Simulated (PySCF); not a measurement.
```xyz
4
charge 0, multiplicity 1
As    0.0457   -0.0272    0.6514
H    -0.1382    1.2406   -0.1698
H    -0.9612   -0.7876   -0.1993
H     1.2068   -0.4857   -0.2189
```

Work out the structure from the coordinates.

The molecule is AsH₃. SMILES: `[AsH3]`. This geometry has C3v symmetry. Coordination: 1 As trigonal pyramidal.

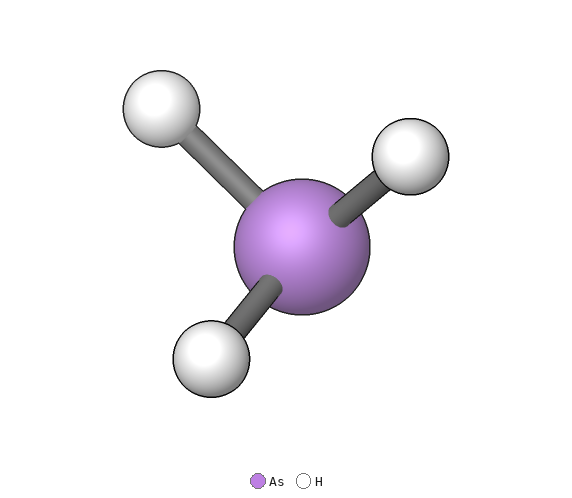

Source: calculation with PySCF.
